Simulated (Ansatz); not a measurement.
Geometry relaxation of ZrH3ClO3F (part 2 of 2)

Continued. System: ZrH3ClO3F, multiplicity 2. Method: UKS PBE/def2-SVP (Ansatz 0.2.0). It belongs to a series of runs on one base structure; here: end point B relaxed.

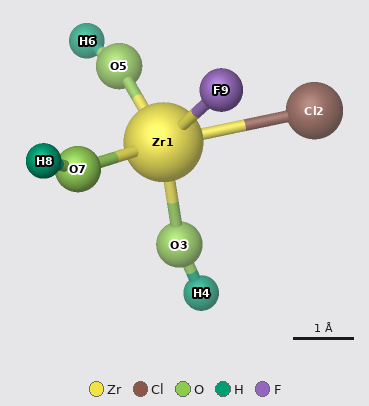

Figure 1. The geometry at step 26 of the log (ball-and-stick view, seen at a tilt; atoms are numbered from 1 in the order of the input).

Trajectory as extended XYZ, continued
```
9
Properties=species:S:1:pos:R:3:forces:R:3 step=9 energy=-22690.00049
Zr   -0.0636   -0.1750    0.1677    0.1542   0.1583   0.3483
Cl    0.4455    0.3044    2.5541   -0.1098  -0.1279  -0.1722
O     1.6594   -0.3029   -0.6689    0.0262  -0.0131  -0.0256
H     2.4969   -0.3898   -1.1505   -0.1668   0.0209   0.0604
O    -1.0313    1.3312   -0.5184   -0.0022  -0.0225   0.0039
H    -1.5311    2.0511   -0.9289    0.0397  -0.0494   0.0076
O    -1.0629   -1.7847   -0.1386   -0.0135  -0.0355   0.1071
H    -1.5614   -2.5815   -0.3715    0.0400   0.0684   0.0035
F    -0.4433   -0.1013    4.6925    0.0322   0.0007  -0.3330
9
Properties=species:S:1:pos:R:3:forces:R:3 step=11 energy=-22690.10626
Zr   -0.0361   -0.1469    0.2235    0.0237   0.0244   0.0230
Cl    0.5811    0.3341    2.5430    0.0544   0.0067   0.0157
O     1.6502   -0.2933   -0.6732    0.0246  -0.0056  -0.0079
H     2.4650   -0.3892   -1.1853   -0.0396   0.0035  -0.0131
O    -1.0214    1.3387   -0.4793   -0.0218   0.0277   0.0252
H    -1.5267    2.0443   -0.9054    0.0121  -0.0157  -0.0062
O    -1.0423   -1.7641   -0.0055   -0.0110  -0.0368   0.0867
H    -1.5436   -2.5575   -0.2401    0.0147   0.0283   0.0124
F    -0.6183   -0.2146    4.3599   -0.0571  -0.0324  -0.1357
9
Properties=species:S:1:pos:R:3:forces:R:3 step=13 energy=-22690.19562
Zr   -0.0064   -0.1274    0.2813   -0.0312  -0.0170   0.0154
Cl    0.7341    0.3815    2.5609    0.0571   0.0165   0.0475
O     1.6396   -0.2911   -0.6852   -0.0183   0.0015   0.0110
H     2.4256   -0.3938   -1.2382   -0.0198  -0.0024  -0.0262
O    -1.0145    1.3434   -0.4248    0.0147  -0.0076   0.0527
H    -1.5220    2.0327   -0.8739    0.0024  -0.0093  -0.0001
O    -1.0170   -1.7514    0.1192    0.0468   0.0376   0.0527
H    -1.5224   -2.5345   -0.1388   -0.0050  -0.0004   0.0312
F    -0.8089   -0.3078    4.0370   -0.0467  -0.0189  -0.1842
9
Properties=species:S:1:pos:R:3:forces:R:3 step=15 energy=-22690.31926
Zr    0.0120   -0.1198    0.3534   -0.0977  -0.0475   0.0609
Cl    0.8662    0.4274    2.5913    0.0883   0.0273   0.1131
O     1.6188   -0.2900   -0.6771   -0.0321   0.0081   0.0391
H     2.3783   -0.3969   -1.2658   -0.0384  -0.0044  -0.0172
O    -1.0067    1.3407   -0.3603    0.0225  -0.0184   0.0803
H    -1.5150    2.0169   -0.8285    0.0032  -0.0174   0.0090
O    -0.9887   -1.7507    0.2115    0.0575   0.0352   0.0117
H    -1.5104   -2.5171   -0.0635   -0.0045  -0.0018   0.0445
F    -0.9465   -0.3590    3.6765    0.0012   0.0189  -0.3412
9
Properties=species:S:1:pos:R:3:forces:R:3 step=17 energy=-22690.57255
Zr    0.0033   -0.1248    0.4487   -0.2711  -0.0881   0.2351
Cl    0.9927    0.4703    2.6380    0.2068   0.0755   0.1997
O     1.5804   -0.2880   -0.6334   -0.0436   0.0095   0.0904
H     2.3172   -0.3951   -1.2514   -0.0838  -0.0038   0.0255
O    -1.0046    1.3302   -0.2928    0.0112  -0.0205   0.1344
H    -1.5041    1.9946   -0.7877    0.0180  -0.0447   0.0229
O    -0.9723   -1.7642    0.2608    0.0534  -0.0094  -0.0408
H    -1.5060   -2.5138   -0.0356   -0.0016  -0.0029   0.0411
F    -0.9987   -0.3577    3.2908    0.1106   0.0844  -0.7084
9
Properties=species:S:1:pos:R:3:forces:R:3 step=19 energy=-22691.10405
Zr   -0.0355   -0.1384    0.5569   -0.5158  -0.1329   0.4612
Cl    1.1093    0.5124    2.6974    0.3609   0.1554   0.2942
O     1.5292   -0.2855   -0.5620   -0.0202  -0.0004   0.1274
H     2.2508   -0.3909   -1.2009   -0.1437   0.0029   0.1360
O    -1.0099    1.3182   -0.2290   -0.0382  -0.0027   0.1880
H    -1.4889    1.9710   -0.7596    0.0442  -0.0845   0.0363
O    -0.9649   -1.7895    0.2724    0.0078  -0.0579  -0.0934
H    -1.5111   -2.5216   -0.0410   -0.0108  -0.0278   0.0160
F    -0.9709   -0.3243    2.9033    0.3157   0.1479  -1.1656
9
Properties=species:S:1:pos:R:3:forces:R:3 step=21 energy=-22691.57779
Zr   -0.1103   -0.1602    0.6392    0.2911   0.2170  -0.6736
Cl    1.2621    0.5801    2.7592    0.3069   0.1471   0.0289
O     1.4849   -0.2877   -0.4709    0.1175  -0.0572  -0.0194
H     2.2048   -0.3898   -1.1121   -0.0837   0.0106   0.2280
O    -1.0521    1.3130   -0.1530   -0.1815   0.1246   0.0552
H    -1.4825    1.9526   -0.7393    0.0658  -0.1065   0.0605
O    -0.9783   -1.8255    0.2410   -0.0978  -0.1946  -0.1823
H    -1.5392   -2.5523   -0.0530   -0.0826  -0.0941  -0.0151
F    -0.8814   -0.2786    2.5266   -0.3358  -0.0469   0.5179
9
Properties=species:S:1:pos:R:3:forces:R:3 step=23 energy=-22691.67428
Zr   -0.1259   -0.1883    0.5871    0.0888   0.0307   0.0758
Cl    1.3209    0.8360    2.6083   -0.0349   0.0042  -0.0933
O     1.5262   -0.3480   -0.4253   -0.0146  -0.0064  -0.0152
H     2.3634   -0.4678   -0.8954   -0.0725   0.0151   0.1057
O    -1.1174    1.3065   -0.0998   -0.0166   0.0024   0.0328
H    -1.5878    1.9426   -0.6557    0.0328  -0.0242  -0.0011
O    -1.0287   -1.8183    0.0460    0.0077   0.0572   0.0173
H    -1.6965   -2.5076   -0.0678   -0.0306  -0.0196   0.0166
F    -0.7462   -0.4036    2.5401    0.0399  -0.0593  -0.1386
9
Properties=species:S:1:pos:R:3:forces:R:3 step=24 energy=-22691.69593
Zr   -0.1242   -0.1973    0.5713   -0.0328   0.0141   0.3776
Cl    1.2817    0.9915    2.5194   -0.0803  -0.0523  -0.0595
O     1.5296   -0.3706   -0.4220    0.4041  -0.0838  -0.2262
H     2.4207   -0.4878   -0.7954   -0.3260   0.0497   0.1704
O    -1.1162    1.3121   -0.0777   -0.0654   0.0350  -0.0087
H    -1.5900    1.9471   -0.6308    0.0165   0.0102  -0.0102
O    -1.0740   -1.7997    0.0044   -0.0341  -0.0450  -0.0619
H    -1.7687   -2.4721   -0.0470    0.0157   0.0205   0.0314
F    -0.6509   -0.5717    2.5152    0.1024   0.0515  -0.2128
9
Properties=species:S:1:pos:R:3:forces:R:3 step=26 energy=-22691.71027
Zr   -0.1250   -0.1947    0.5748   -0.0164   0.0153   0.0535
Cl    1.2640    1.0778    2.4367    0.0051  -0.0155  -0.0319
O     1.5333   -0.4074   -0.4259    0.1729   0.0116  -0.0889
H     2.4604   -0.4843   -0.7018   -0.1584   0.0070   0.0667
O    -1.1388    1.3177   -0.0509   -0.0047  -0.0209   0.0016
H    -1.5847    1.9637   -0.6148    0.0136   0.0088   0.0010
O    -1.1038   -1.7815   -0.0397   -0.0634  -0.0857  -0.0335
H    -1.8044   -2.4531   -0.0063    0.0779   0.0787   0.0226
F    -0.5930   -0.6867    2.4654   -0.0268   0.0006   0.0089
9
Properties=species:S:1:pos:R:3:forces:R:3 step=28 energy=-22691.73936
Zr   -0.1653   -0.1954    0.6064   -0.4126  -0.1354   0.1225
Cl    1.4236    1.0574    2.2329    0.1126  -0.0055  -0.0750
O     1.5139   -0.3902   -0.4273    0.4966   0.1082  -0.0583
H     2.4832   -0.4036   -0.5488   -0.3348  -0.0514   0.0405
O    -1.1903    1.3150   -0.0154   -0.0437   0.1472  -0.1382
H    -1.5362    2.0103   -0.6010    0.0984  -0.2114   0.1862
O    -1.1135   -1.7965   -0.0946   -0.1528  -0.1381   0.1024
H    -1.7812   -2.4912    0.0720    0.2612   0.2107  -0.1013
F    -0.7262   -0.7543    2.4135   -0.0249   0.0758  -0.0788
9
Properties=species:S:1:pos:R:3:forces:R:3 step=30 energy=-22691.98353
Zr   -0.2822   -0.2153    0.6783   -0.5959  -0.3781  -0.0775
Cl    1.6808    1.0122    1.9427    0.1332  -0.1605  -0.3440
O     1.5208   -0.3483   -0.3337    0.2641   0.2225   0.2994
H     2.4929   -0.3866   -0.4235   -0.1683  -0.0481   0.0461
O    -1.2594    1.3140    0.0295    0.0399   0.0785  -0.0638
H    -1.5325    2.0333   -0.5632    0.0169  -0.1825   0.1486
O    -1.1071   -1.7998   -0.1331   -0.0083   0.0548   0.0638
H    -1.7007   -2.5640   -0.0031    0.2767   0.2538  -0.0881
F    -0.9046   -0.6940    2.4437    0.0417   0.1596   0.0156
9
Properties=species:S:1:pos:R:3:forces:R:3 step=32 energy=-22692.08710
Zr   -0.3290   -0.1886    0.7142   -0.3637  -0.2639  -0.2793
Cl    1.8537    0.9200    1.7743   -0.0526   0.0331   0.0547
O     1.4972   -0.3508   -0.2584    0.4625   0.0150  -0.1626
H     2.4648   -0.4780   -0.3267   -0.2401  -0.0328   0.0200
O    -1.3350    1.3150    0.0696    0.0343   0.2550  -0.1554
H    -1.6400    2.0226   -0.5221    0.0340  -0.2017   0.1403
O    -1.0476   -1.7672   -0.1833    0.0017   0.0954   0.2342
H    -1.5702   -2.5836   -0.1121    0.1062   0.1408  -0.0632
F    -0.9859   -0.5378    2.4821    0.0176  -0.0409   0.2114
9
Properties=species:S:1:pos:R:3:forces:R:3 step=34 energy=-22692.10926
Zr   -0.3382   -0.1927    0.7099   -0.0173   0.0019   0.0897
Cl    1.8145    0.9517    1.7927   -0.0021  -0.0042  -0.0227
O     1.5058   -0.3335   -0.2532    0.0724   0.0394  -0.0945
H     2.4568   -0.5257   -0.3380   -0.0418  -0.0290   0.0667
O    -1.3096    1.3321    0.0626    0.0297   0.0658  -0.0380
H    -1.6500    2.0158   -0.5314   -0.0244  -0.0525   0.0307
O    -1.0640   -1.7616   -0.1601   -0.0592  -0.0415   0.0720
H    -1.5707   -2.5870   -0.1530    0.0376   0.0184  -0.0662
F    -0.9366   -0.5475    2.5081    0.0053   0.0018  -0.0376
9
Properties=species:S:1:pos:R:3:forces:R:3 step=36 energy=-22692.13950
Zr   -0.3190   -0.1653    0.7468    0.0032   0.0022   0.1248
Cl    1.8479    0.9963    1.7386    0.0064  -0.0247  -0.0126
O     1.5094   -0.2870   -0.3051    0.7386  -0.2977   0.0160
H     2.4066   -0.6994   -0.2058   -0.7138   0.2734  -0.0338
O    -1.2586    1.3736    0.0960   -0.3545   0.3589  -0.4213
H    -1.7930    1.8977   -0.5337    0.2726  -0.2867   0.3626
O    -1.0770   -1.7234   -0.0967   -0.3512  -0.6490  -0.1862
H    -1.5301   -2.5512   -0.3669    0.3746   0.6355   0.1760
F    -0.8781   -0.4898    2.5642    0.0240  -0.0119  -0.0256
9
Properties=species:S:1:pos:R:3:forces:R:3 step=38 energy=-22692.16423
Zr   -0.3056   -0.1469    0.7459   -0.0375   0.1893  -0.0744
Cl    1.8755    1.0083    1.7197   -0.0426  -0.0413  -0.0292
O     1.5337   -0.2540   -0.3375   -0.1211   0.0404   0.0627
H     2.3238   -0.7811   -0.1132    0.0950  -0.0897  -0.0077
O    -1.2647    1.3766    0.0649    0.0831  -0.1136   0.0631
H    -1.8542    1.8753   -0.5166   -0.0405   0.0156   0.0038
O    -1.0488   -1.7163   -0.0835    0.0043  -0.0245  -0.0113
H    -1.5122   -2.5014   -0.4044    0.0388  -0.0059  -0.0218
F    -0.8395   -0.5091    2.5622    0.0206   0.0297   0.0150
9
Properties=species:S:1:pos:R:3:forces:R:3 step=40 energy=-22692.17177
Zr   -0.3106   -0.0983    0.7575    0.1533  -0.0210  -0.0261
Cl    1.8738    1.0168    1.6693    0.0501   0.0194   0.0181
O     1.5390   -0.3260   -0.3255    0.2181  -0.2508   0.1481
H     2.2723   -0.9439   -0.0842   -0.3417   0.2879  -0.0879
O    -1.2762    1.4018    0.0495   -0.2479   0.1804  -0.1944
H    -1.9812    1.8781   -0.4235    0.2283  -0.1454   0.1649
O    -1.0177   -1.6932   -0.0535   -0.2152  -0.3959  -0.2237
H    -1.3480   -2.4736   -0.5349    0.1650   0.3339   0.2056
F    -0.8435   -0.4102    2.5829   -0.0100  -0.0085  -0.0046
9
Properties=species:S:1:pos:R:3:forces:R:3 step=42 energy=-22692.17914
Zr   -0.3203   -0.1159    0.7450    0.0894  -0.0982   0.0446
Cl    1.8769    1.0354    1.6573   -0.0281  -0.0043  -0.0094
O     1.5181   -0.3369   -0.3140    0.0026  -0.0267  -0.0157
H     2.2690   -0.9141   -0.0676   -0.0022   0.0010  -0.0014
O    -1.2687    1.3734    0.0106   -0.0472   0.1298  -0.0383
H    -1.9535    1.9303   -0.3820   -0.0268   0.0140  -0.0103
O    -1.0595   -1.7118   -0.0466    0.0391  -0.0117   0.0156
H    -1.3219   -2.4979   -0.5436   -0.0084   0.0041  -0.0074
F    -0.8320   -0.4110    2.5783   -0.0184  -0.0080   0.0222
9
Properties=species:S:1:pos:R:3:forces:R:3 step=44 energy=-22692.18087
Zr   -0.3136   -0.1065    0.7435   -0.0121  -0.0135   0.0059
Cl    1.8782    1.0578    1.6285   -0.0134  -0.0029  -0.0002
O     1.5244   -0.3694   -0.3091    0.0138  -0.0010   0.0002
H     2.2681   -0.9456   -0.0384   -0.0086   0.0039  -0.0051
O    -1.2669    1.3905    0.0098   -0.0090   0.0107  -0.0068
H    -1.9901    1.9185   -0.3564    0.0181  -0.0132   0.0075
O    -1.0455   -1.7067   -0.0469   -0.0075  -0.0098  -0.0041
H    -1.3124   -2.4768   -0.5670    0.0090   0.0181   0.0071
F    -0.8342   -0.4104    2.5735    0.0097   0.0076  -0.0044
```

This output came from the following input.

Input
```yaml
crystal:
  periodic: [false, false, false]
  atoms:
    - { symbol: Zr, position_ang: [-0.144163, -0.239778, -0.458512] }
    - { symbol: Cl, position_ang: [-0.00809, 0.048121, 3.231292] }
    - { symbol: O, position_ang: [1.761918, -0.293408, -0.73372] }
    - { symbol: H, position_ang: [2.716932, -0.367331, -0.87426] }
    - { symbol: O, position_ang: [-1.086502, 1.419548, -0.722387] }
    - { symbol: H, position_ang: [-1.610517, 2.223119, -0.848954] }
    - { symbol: O, position_ang: [-1.133213, -1.89162, -0.413691] }
    - { symbol: H, position_ang: [-1.635359, -2.717673, -0.387129] }
    - { symbol: F, position_ang: [0.046995, 0.170522, 4.84486] }
magnetization:
  spin_polarized: true
  initial_magnetization: 1
basis:
  gaussian: { orbitals: def2-SVP }
hamiltonian:
  xc: pbe
relax:
  f_tol: 0.03
  max_steps: 50
```

Launched with:
```bash
ansatz run input.yaml --threads 4 --pin off --max-ram 5120MiB --backend cpu --events-out ev --progress --plain --runs-dir out
```

Results in brief

```tsv
quantity	value
outcome	converged
total energy	−22692.1810 eV
mean-field energy	−22692.1810 eV
⟨S²⟩	0.753
largest force (length of the vector) at the end	0.024 eV/Å
hardware	4 threads of AMD EPYC (Zen 3), 32 GiB of memory available, shared host
wall time	2.3 min (CPU time 8.5 min)
peak memory	0.26 GiB
```
